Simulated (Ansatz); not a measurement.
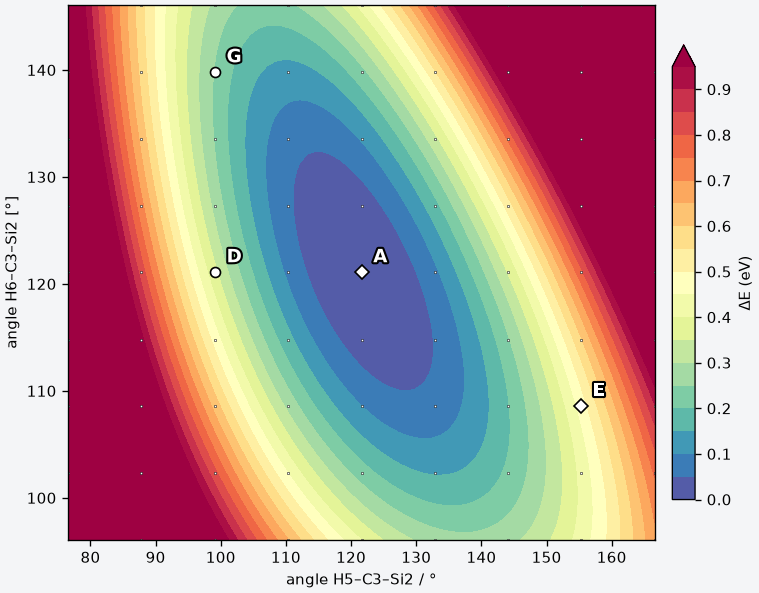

C₂H₃Si, SMILES C#[Si][CH2], spin multiplicity 2. First axis: angle H5–C3–Si2. Second axis: angle H6–C3–Si2. Nothing is relaxed (all other coordinates rigid). The scan uses a 9 × 9 grid. All energies are given in eV relative to the relaxed molecule at the same level. These are results of UKS PBE0-D4/def2-TZVP (Ansatz 0.2.0), not measurements.

The picture shows filled contours, dots at the grid points, one colour for all values above the top of the scale, lettered points. Between grid points the surface is interpolated.

Rank the lettered points by energy, lowest first.

Answer. A (0.00 eV), G (0.25 eV), D (0.36 eV), E (0.47 eV).

What kind of point is each of A, D, E: minimum, saddle, maximum or slope?

Answer. A: minimum; D: on a slope; E: on a slope. (In these two coordinates alone; a stationary point may lie a little off the grid point.)
